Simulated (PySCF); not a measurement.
## A study: C₂H₅O, doublet, SMILES `[CH2]CO`

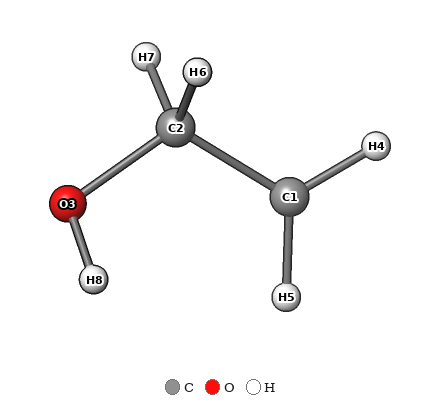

The molecule, with its atoms numbered as below. No frequency check shows the geometry to be a minimum.

Coordinates in Å:

```
C1      -1.2290   -0.2728    0.0138
C2       0.0045    0.5240   -0.0206
O3       1.1928   -0.2213    0.0704
H4      -2.1789    0.2157   -0.0622
H5      -1.1922   -1.3354    0.1489
H6       0.0211    1.1474   -0.9401
H7       0.0428    1.2373    0.8193
H8       1.1116   -1.0022   -0.4881
```

Part 1: Bonding charge

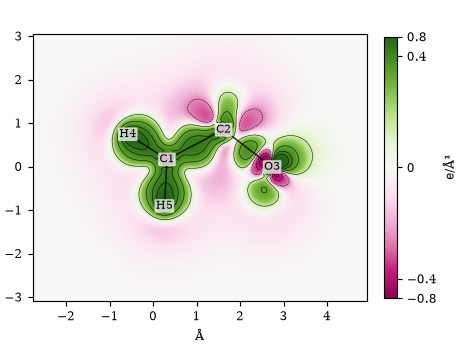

Deformation density (molecule less spherical, spin-averaged free atoms) in the plane of C1, C2, O3, H4 and H5; colour scale in e/Å³, logarithmic beyond ±0.1; green: gain, pink: loss.

Level of theory: LDA (SVWN)/def2-TZVP (PySCF), at a geometry from GFN2-xTB. The stability of the open-shell solution wasn't checked. GFN2-xTB doesn't know the spin state, so this open-shell geometry is rough.

> Describe the bonding that the map shows.

C1–H4: +0.73 e/Å³ at the bond critical point (bond length 1.07 Å, Mayer order 0.9). C1–H5: +0.72 e/Å³ at the bond critical point (bond length 1.07 Å, Mayer order 1.0). C1–C2: +0.54 e/Å³ at the bond critical point (bond length 1.47 Å, Mayer order 1.1). C2–O3: +0.17 e/Å³ at the bond critical point (bond length 1.41 Å, Mayer order 1.1). In all, 1.6 electrons gather in the regions of gain relative to the promolecule.

Part 2: Bond critical points

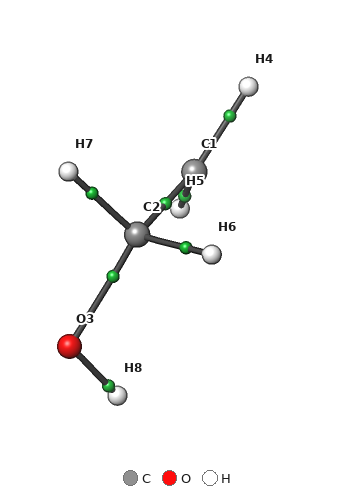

Molecular graph of the electron density (QTAIM): bond paths, bond critical points (green), ring points (magenta, if any); weak paths are dashed.

> How many critical points of each kind are there, and does the count close?

8 nuclei, 7 bond, 0 ring and 0 cage critical points: 8 − 7 + 0 − 0 = 1, as the Poincaré–Hopf relation requires.

> What does the calculation give at each kind of bond critical point?

| bond | length (Å) | ρ (a.u.) | ∇²ρ (a.u.) | ε | H (a.u.) |
| --- | --- | --- | --- | --- | --- |
| O3–H8 | 0.964 | 0.353 | −2.36 | 0.02 | −0.661 |
| C1–H4 | 1.071 | 0.284 | −1.00 | 0.03 | −0.291 |
| C1–H5 | 1.072 | 0.282 | −0.99 | 0.03 | −0.289 |
| C1–C2 | 1.469 | 0.273 | −0.70 | 0.10 | −0.250 |
| C2–H7 | 1.103 | 0.270 | −0.92 | 0.04 | −0.263 |
| C2–O3 | 1.406 | 0.268 | −0.61 | 0.03 | −0.349 |
| C2–H6 | 1.111 | 0.264 | −0.87 | 0.04 | −0.254 |

> What kind of interaction is C1–C2?

Shared-shell (covalent): ρ = 0.273, ∇²ρ = −0.70, H = −0.250 a.u.

Part 3: Local ionisation energy

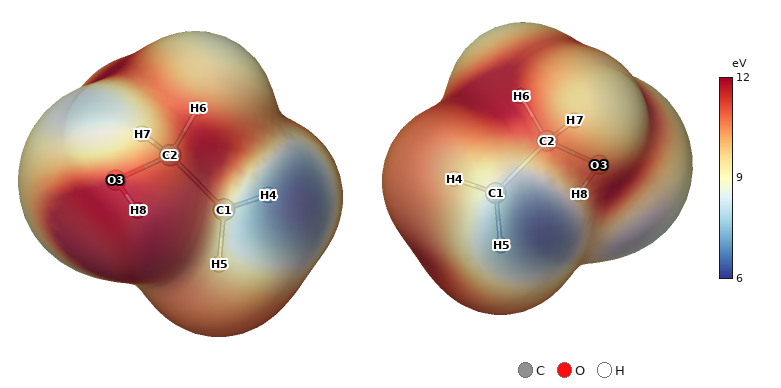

Average local ionisation energy on the surface of electron density 0.001 a.u. (back view left, front view right).

> Locate the minima of the map.

The lowest value is 6.3 eV, over C1, off the plane of its three bonds (2.1 Å). Further minima include 8.0 eV, off the O3–H8 bond (1.9 to 2.1 Å from its atoms); 8.8 eV, 1.4 Å from H6; 9.3 eV, 1.4 Å from H7. For comparison, the highest occupied orbital lies at −4.7 eV.

> What volume does the surface enclose, and what is the dipole moment?

About 75 Å³; the dipole moment is 1.4 D.

Part 4: Spin density

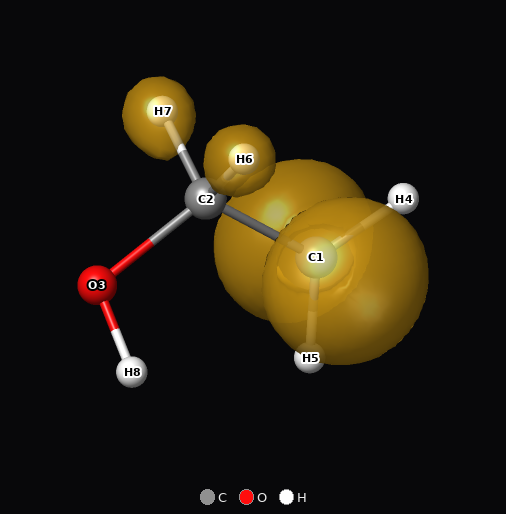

Spin density ρα − ρβ at ±0.05 e/Å³ (yellow: excess α, teal: excess β).

> Give the atomic spin populations that go with this picture.

Hirshfeld spin populations: C1 +0.69, C2 +0.08, H5 +0.06, H4 +0.06 and H7 +0.05. ⟨S²⟩ = 0.75, as for a pure state.

Part 5: In an electric field

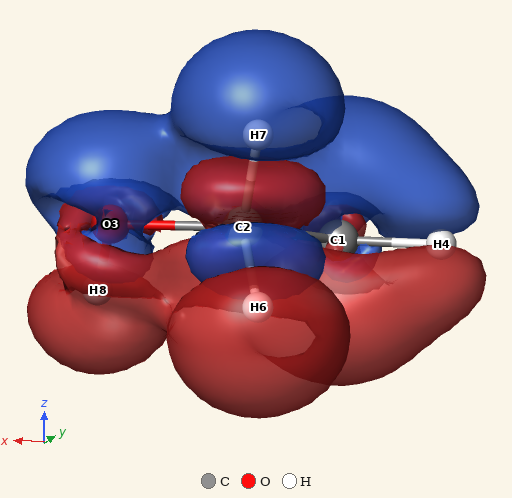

Change of the electron density in a uniform field of 0.26 V/Å, surfaces at ±0.001 e/Å³ (red: gain, blue: loss).

Computed with PySCF, PBE0/def2-SVP, geometry: GFN2-xTB. A basis without diffuse functions makes polarisabilities too small. The stability of the open-shell solution wasn't checked. GFN2-xTB doesn't know the spin state, so this open-shell geometry is rough.

> Along which Cartesian direction does the field point?

Along +z: electrons gather on the −z side, against the field.

> How large is the response?

The induced dipole is 0.25 D (along the field); α along this axis, from the fields in both directions, is 20 bohr³ (2.9 Å³).

> Which atoms gain and lose the most charge?

Electrons gather most on H6 (Hirshfeld charge changes by −0.008 e) and leave H7 most (+0.007 e); 0.033 electrons are displaced in all.

Part 6: Removing or adding an electron

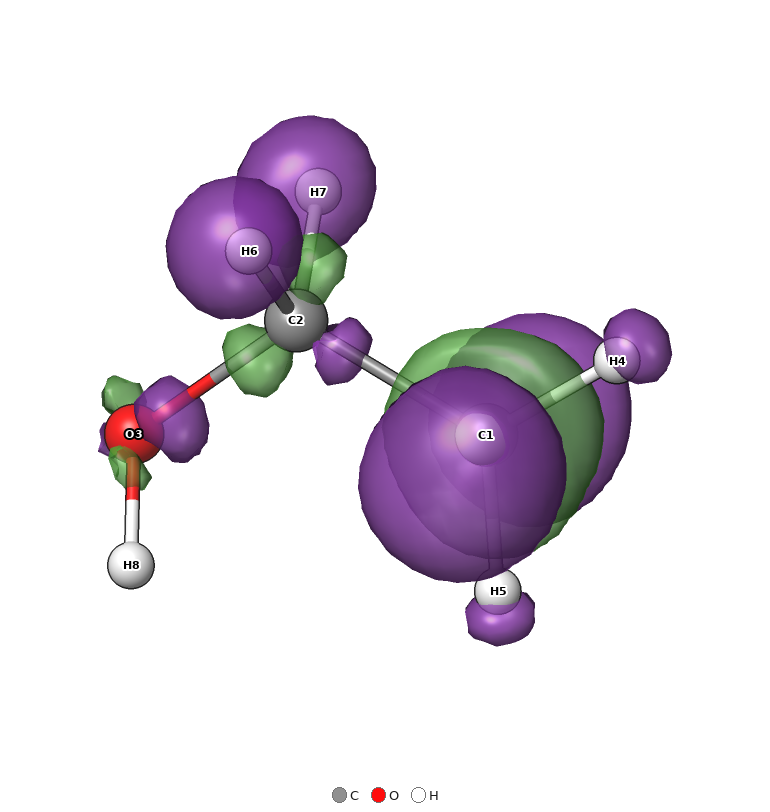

Fukui function f⁻ = ρ(N) − ρ(N−1) at fixed geometry, surfaces at ±0.06 e/Å³ (purple positive, green negative).

Computed with PySCF, M06-2X/def2-SVPD, geometry: GFN2-xTB. GFN2-xTB doesn't know the spin state, so this open-shell geometry is rough.

> On which atoms does the density change most on removal of an electron?

f⁻ (Hirshfeld-condensed) is largest on C1 (0.38); the vertical ionisation energy is 8.76 eV (to the singlet cation, which needn't be its lowest state). Condensed values hint at sites of electrophilic attack but needn't mark the atom that reacts. Orbital relaxation makes it negative in places (0.18 e in all).

```
atom     f⁻  charge
  C1  +0.38   −0.07
  C2  +0.07    0.00
  O3  +0.07   −0.25
  H4  +0.11   +0.04
  H5  +0.12   +0.04
  H6  +0.10   +0.04
  H7  +0.10   +0.05
  H8  +0.04   +0.16
```
